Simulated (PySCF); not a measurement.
# BH3 (borane) at 6 levels

Aim: a comparison of 6 runs (B3LYP/6-31G*, B2PLYP/def2-TZVPPD, M06-2X/def2-TZVPPD, PBE/def2-TZVPPD, SVWN5/def2-TZVPPD, CCSD(T)/def2-TZVPPD) of BH3 (borane). 

Program for the calculation: PySCF 2.14.0.

4 further runs of the same task are left out: 4 set aside as unsound or not needed.

## 1. The structure to begin with

BH3 has 4 atoms, charge 0, and is taken as a singlet. As SMILES, `B`. The B1–H3 distance was set to 1.790 Å, away from the relaxed value. At this shape a bond of the SMILES string is far longer than usual.

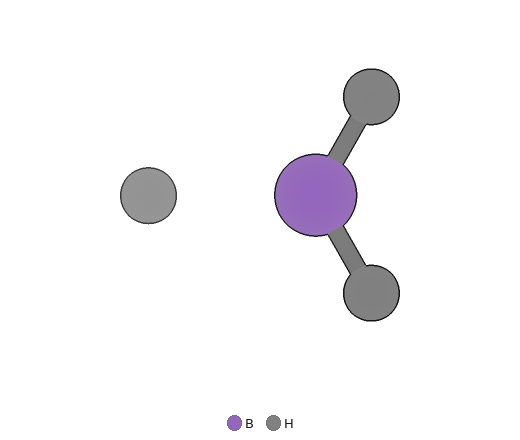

Viewed from a chosen angle; boron purple, hydrogen grey.

## 2. The energy at B3LYP/6-31G(d) (spherical functions) (run 1)

The input, calc.py:

```python
from pyscf import gto, dft

mol = gto.Mole()
mol.atom = '''
B    0.158940   0.563211  -0.029148
H    1.127240   0.960011   0.544752
H   -0.276200  -1.171800   0.043000
H   -0.519360   1.323211  -0.650948
'''
mol.basis = '6-31g*'
mol.verbose = 4
mol.max_memory = 1860
mol.build()

calc0 = dft.RKS(mol)
calc0.xc = 'b3lyp'
calc0.conv_tol = 1e-10
calc0.grids.level = 5
calc0.kernel()
if not calc0.converged:
    calc0 = calc0.newton().run(calc0.mo_coeff, calc0.mo_occ)

e_tot = calc0.e_tot
print('E = %.10f Eh' % e_tot)
```

The run is started by

```console
$ OMP_NUM_THREADS=1 python calc.py
```

The program printed:

```text
PySCF version 2.14.0

[INPUT] num. atoms = 4
[INPUT] num. electrons = 8
[INPUT] charge = 0
[INPUT] spin (= nelec alpha-beta = 2S) = 0
[INPUT] symmetry False subgroup None
[INPUT] Mole.unit = angstrom
[INPUT] Symbol           X                Y                Z      unit          X                Y                Z       unit  Magmom
[INPUT]  1 B      0.158940000000   0.563211000000  -0.029148000000 AA    0.300353070238   1.064314540342  -0.055081737079 Bohr   0.0
[INPUT]  2 H      1.127240000000   0.960011000000   0.544752000000 AA    2.130174876655   1.814157866570   1.029432085809 Bohr   0.0
[INPUT]  3 H     -0.276200000000  -1.171800000000   0.043000000000 AA   -0.521942355605  -2.214381072765   0.081258223356 Bohr   0.0
[INPUT]  4 H     -0.519360000000   1.323211000000  -0.650948000000 AA   -0.981448160054   2.500506395012  -1.230113441333 Bohr   0.0

nuclear repulsion = 6.5748026574831
number of shells = 12
number of NR pGTOs = 39
number of NR cGTOs = 20
basis = 6-31g*
ecp = {}

******** <class 'pyscf.dft.rks.RKS'> ********
method = RKS
initial guess = minao
damping factor = 0
level_shift factor = 0
DIIS = <class 'pyscf.scf.diis.CDIIS'>
diis_start_cycle = 1
diis_space = 8
diis_damp = 0
SCF conv_tol = 1e-10
SCF conv_tol_grad = None
SCF max_cycles = 50
direct_scf = True
direct_scf_tol = 1e-13
XC library pyscf.dft.libxc version 7.0.0
    S. Lehtola, C. Steigemann, M. J.T. Oliveira, and M. A.L. Marques.,  SoftwareX 7, 1–5 (2018)
XC functionals = b3lyp
    P. J. Stephens, F. J. Devlin, C. F. Chabalowski, and M. J. Frisch.,  J. Phys. Chem. 98, 11623 (1994)
radial grids:
    Treutler-Ahlrichs [JCP 102, 346 (1995); DOI:10.1063/1.469408] (M4) radial grids

becke partition: Becke, JCP 88, 2547 (1988); DOI:10.1063/1.454033
pruning grids: <function nwchem_prune>
grids dens level: 5
symmetrized grids: False
atomic radii adjust function: <function treutler_atomic_radii_adjust>
small_rho_cutoff = 0
Set gradient conv threshold to 1e-05
Initial guess from minao.
tot grids = 113784
init E= -26.2508255063073
  HOMO = -0.292117981734936  LUMO = -0.113189941048935  gap/eV = 4.86888
cycle= 1 E= -26.5419528941406  delta_E= -0.291  |g|= 0.071  |ddm|= 1.32
  HOMO = -0.290074328760838  LUMO = -0.0810128350698556  gap/eV = 5.68885
cycle= 2 E= -26.5436594622061  delta_E= -0.00171  |g|= 0.0259  |ddm|= 0.0979
  HOMO = -0.291520292216061  LUMO = -0.0739022455866296  gap/eV = 5.92169
cycle= 3 E= -26.5438513097233  delta_E= -0.000192  |g|= 0.0159  |ddm|= 0.0489
  HOMO = -0.292404843778997  LUMO = -0.0778957244075305  gap/eV = 5.83709
cycle= 4 E= -26.5439729820871  delta_E= -0.000122  |g|= 0.00102  |ddm|= 0.0206
  HOMO = -0.292545832071244  LUMO = -0.0776763962359506  gap/eV = 5.84690
cycle= 5 E= -26.5439734763849  delta_E= -4.94e-07  |g|= 0.000142  |ddm|= 0.00166
  HOMO = -0.292458846691503  LUMO = -0.077653461231088  gap/eV = 5.84515
cycle= 6 E= -26.543973487148  delta_E= -1.08e-08  |g|= 1.85e-05  |ddm|= 0.000254
  HOMO = -0.292464545090668  LUMO = -0.0776529199432854  gap/eV = 5.84532
cycle= 7 E= -26.5439734873539  delta_E= -2.06e-10  |g|= 1.46e-06  |ddm|= 3.33e-05
  HOMO = -0.292464273396906  LUMO = -0.0776526278088685  gap/eV = 5.84532
cycle= 8 E= -26.5439734873546  delta_E= -7.03e-13  |g|= 3.72e-08  |ddm|= 2.24e-06
  HOMO = -0.292464276155222  LUMO = -0.0776526146649026  gap/eV = 5.84532
Extra cycle  E= -26.5439734873547  delta_E= -7.82e-14  |g|= 3.07e-08  |ddm|= 9.8e-08
converged SCF energy = -26.5439734873547
E = -26.5439734874 Eh
```

Run time: 1.8 s. Hardware: 1 thread of Arm Neoverse V1, shared host; peak memory 0.18 GiB.

## 3. A single-point energy at B2PLYP/def2-TZVPPD (run 2)

The input, job.py:

```python
from pyscf import gto, dft, mp

mol = gto.M(
    atom='B 0.158940 0.563211 -0.029148; H 1.127240 0.960011 0.544752; H -0.276200 -1.171800 0.043000; H -0.519360 1.323211 -0.650948',
    max_memory=1860,
    spin=0,
    verbose=3,
    basis='def2-tzvppd',
)

ks = dft.RKS(mol)
ks.xc = '0.53*HF + 0.47*B88, 0.73*LYP'
ks.grids.level = 5
ks.conv_tol = 1e-10
ks.kernel()
if not ks.converged:
    ks = ks.newton().run(ks.mo_coeff, ks.mo_occ)

pt = mp.MP2(ks, frozen=1).run()
etot = ks.e_tot + 0.27 * pt.e_corr
print('PT2 part  %.8f' % (0.27 * pt.e_corr))
print('Final energy', etot)
```

The run is started by

```console
$ OMP_NUM_THREADS=1 python job.py
```

The program printed:

```text
converged SCF energy = -26.4723480768113
E(RMP2) = -26.6156688106839  E_corr = -0.143320733872626
E(SCS-RMP2) = -26.6324032301777  E_corr = -0.160055153366432
PT2 part  -0.03869660
Final energy -26.511044674956896
```

Run time: 5.4 s. Hardware: 1 thread of Arm Neoverse V1, shared host; peak memory 0.4 GiB.

Runs 3 to 5 aren't shown in full; the table further down has their settings and results.

## 4. A single-point energy at CCSD(T)/def2-TZVPPD (run 6)

The input, job.py:

```python
from pyscf import gto, scf, cc

molecule = gto.M(
    atom='''
B        0.158940       0.563211      -0.029148
H        1.127240       0.960011       0.544752
H       -0.276200      -1.171800       0.043000
H       -0.519360       1.323211      -0.650948
''',
    spin=0,
    verbose=4,
    basis='def2-tzvppd',
    max_memory=1860,
)

mf = scf.RHF(molecule)
mf.conv_tol = 1e-10
mf.kernel()
if not mf.converged:
    mf = mf.newton().run(mf.mo_coeff, mf.mo_occ)

mycc = cc.CCSD(mf, frozen=1)
mycc.kernel()
e_t = mycc.ccsd_t()
e_tot = mycc.e_tot + e_t
print('E(%s) = %.9f' % ('CCSD(T)', e_tot))
```

The run is started by

```console
$ OMP_NUM_THREADS=1 python job.py
```

The program printed:

```text
PySCF version 2.14.0

[INPUT] num. atoms = 4
[INPUT] num. electrons = 8
[INPUT] charge = 0
[INPUT] spin (= nelec alpha-beta = 2S) = 0
[INPUT] symmetry False subgroup None
[INPUT] Mole.unit = angstrom
[INPUT] Symbol           X                Y                Z      unit          X                Y                Z       unit  Magmom
[INPUT]  1 B      0.158940000000   0.563211000000  -0.029148000000 AA    0.300353070238   1.064314540342  -0.055081737079 Bohr   0.0
[INPUT]  2 H      1.127240000000   0.960011000000   0.544752000000 AA    2.130174876655   1.814157866570   1.029432085809 Bohr   0.0
[INPUT]  3 H     -0.276200000000  -1.171800000000   0.043000000000 AA   -0.521942355605  -2.214381072765   0.081258223356 Bohr   0.0
[INPUT]  4 H     -0.519360000000   1.323211000000  -0.650948000000 AA   -0.981448160054   2.500506395012  -1.230113441333 Bohr   0.0

nuclear repulsion = 6.5748026574831
number of shells = 34
number of NR pGTOs = 109
number of NR cGTOs = 88
basis = def2-tzvppd
ecp = {}

******** <class 'pyscf.scf.hf.RHF'> ********
method = RHF
initial guess = minao
damping factor = 0
level_shift factor = 0
DIIS = <class 'pyscf.scf.diis.CDIIS'>
diis_start_cycle = 1
diis_space = 8
diis_damp = 0
SCF conv_tol = 1e-10
SCF conv_tol_grad = None
SCF max_cycles = 50
direct_scf = True
direct_scf_tol = 1e-13
Set gradient conv threshold to 1e-05
Initial guess from minao.
init E= -25.9160883929835
  HOMO = -0.282227024085428  LUMO = -0.0134669553318929  gap/eV = 7.31333
cycle= 1 E= -26.2991143685962  delta_E= -0.383  |g|= 0.223  |ddm|= 1.03
  HOMO = -0.415050697316131  LUMO = 0.0104943190736311  gap/eV = 11.57967
cycle= 2 E= -26.3246666399845  delta_E= -0.0256  |g|= 0.0615  |ddm|= 0.205
  HOMO = -0.404941944865577  LUMO = 0.0447205965493932  gap/eV = 12.23594
cycle= 3 E= -26.3265172506493  delta_E= -0.00185  |g|= 0.0173  |ddm|= 0.0736
  HOMO = -0.40742092583905  LUMO = 0.0424396135102666  gap/eV = 12.24133
cycle= 4 E= -26.3267241410719  delta_E= -0.000207  |g|= 0.00151  |ddm|= 0.0277
  HOMO = -0.40711024835586  LUMO = 0.042181423418473  gap/eV = 12.22585
cycle= 5 E= -26.3267258496474  delta_E= -1.71e-06  |g|= 0.000288  |ddm|= 0.0024
  HOMO = -0.407203774863889  LUMO = 0.0421969706736836  gap/eV = 12.22882
cycle= 6 E= -26.3267259110025  delta_E= -6.14e-08  |g|= 4.05e-05  |ddm|= 0.000531
  HOMO = -0.407198115066745  LUMO = 0.0422014319711195  gap/eV = 12.22878
cycle= 7 E= -26.3267259123934  delta_E= -1.39e-09  |g|= 5.73e-06  |ddm|= 0.000111
  HOMO = -0.407198151469977  LUMO = 0.0422016065685259  gap/eV = 12.22879
cycle= 8 E= -26.3267259124255  delta_E= -3.21e-11  |g|= 5.47e-07  |ddm|= 1.83e-05
  HOMO = -0.407198153954672  LUMO = 0.0422015902566021  gap/eV = 12.22879
Extra cycle  E= -26.3267259124261  delta_E= -5.76e-13  |g|= 1.71e-07  |ddm|= 1.64e-06
converged SCF energy = -26.3267259124261

******** <class 'pyscf.cc.ccsd.CCSD'> ********
CC2 = 0
CCSD nocc = 3, nmo = 87
frozen orbitals 1
max_cycle = 50
direct = 0
conv_tol = 1e-07
conv_tol_normt = 1e-05
diis_space = 6
diis_start_cycle = 0
diis_start_energy_diff = 1e+09
Init t2, MP2 energy = -26.4420680131129  E_corr(MP2) -0.115342100686787
Init E_corr(CCSD) = -0.115342100686806
cycle = 1  E_corr(CCSD) = -0.132768922209628  dE = -0.0174268215  norm(t1,t2) = 0.0430955
cycle = 2  E_corr(CCSD) = -0.138129726556463  dE = -0.00536080435  norm(t1,t2) = 0.0180652
cycle = 3  E_corr(CCSD) = -0.141517148574498  dE = -0.00338742202  norm(t1,t2) = 0.00883883
cycle = 4  E_corr(CCSD) = -0.141460599963595  dE = 5.65486109e-05  norm(t1,t2) = 0.00144102
cycle = 5  E_corr(CCSD) = -0.14140404749919  dE = 5.65524644e-05  norm(t1,t2) = 0.00046442
cycle = 6  E_corr(CCSD) = -0.141411827703578  dE = -7.78020439e-06  norm(t1,t2) = 0.00011683
cycle = 7  E_corr(CCSD) = -0.141411650035198  dE = 1.7766838e-07  norm(t1,t2) = 2.37663e-05
cycle = 8  E_corr(CCSD) = -0.141411780401914  dE = -1.30366717e-07  norm(t1,t2) = 7.78036e-06
cycle = 9  E_corr(CCSD) = -0.141411702228165  dE = 7.81737495e-08  norm(t1,t2) = 2.42671e-06
CCSD converged
E(CCSD) = -26.46813761465424  E_corr = -0.1414117022281648
CCSD(T) correction = -0.00334514015668075
E(CCSD(T)) = -26.471482755
```

It took 8.7 s on 1 thread of Arm Neoverse V1, shared host; peak memory 0.39 GiB.

## 5. All runs side by side

| run | level | frozen core orbitals | integration grid | energy (Eh) | dipole moment (D) of the reference | HOMO energy (eV) | LUMO energy (eV) | wall time |
| --- | --- | --- | --- | --- | --- | --- | --- | --- |
| 1 | B3LYP/6-31G* (spherical functions) | – | 5 | -26.543973 | 0.92 | -7.96 | -2.11 | 1.8 s |
| 2 | B2PLYP/def2-TZVPPD | 1 | 5 | -26.511045 | 1.05 | -9.38 | -0.93 | 5.4 s |
| 3 | M06-2X/def2-TZVPPD | – | 5 | -26.524676 | 0.96 | -9.39 | -1.32 | 11 s |
| 4 | PBE/def2-TZVPPD | – | 5 | -26.489283 | 0.91 | -7.18 | -3.38 | 5.1 s |
| 5 | SVWN5/def2-TZVPPD | – | 5 | -26.210509 | 0.82 | -7.21 | -3.65 | 4.5 s |
| 6 | CCSD(T)/def2-TZVPPD | 1 | – | -26.471483 | 1.19 | -11.08 | 1.15 | 8.7 s |

## 6. Outcome

| quantity | value |
| --- | --- |
| run 6: total energy | -26.47148 Eh |
| run 6: dipole moment (Hartree–Fock density) | 1.19 D |
| run 6: HOMO energy (Hartree–Fock orbitals) | -11.08 eV |
| run 6: LUMO energy (Hartree–Fock orbitals) | 1.15 eV |
| run 6: HOMO–LUMO gap (Hartree–Fock orbitals) | 12.23 eV |
| run 6: correlation energy (1 core orbital frozen) | -144.8 mEh |
| run 6: (T) correction | -3.35 mEh |
| run 6: T1 diagnostic | 0.014 |

Over runs 1, 2, 3, 4, 5 the dipole moment (its size) runs from 0.82 D (SVWN5/def2-TZVPPD) to 1.05 D (B2PLYP/def2-TZVPPD). A double hybrid's value is that of its SCF part. Over runs 1, 2, 3, 4, 5 the HOMO–LUMO gap runs from 3.56 eV (SVWN5/def2-TZVPPD) to 8.44 eV (B2PLYP/def2-TZVPPD). Totals of different functionals can't be ranked against each other. All runs together took 36 s, the longest 11 s.
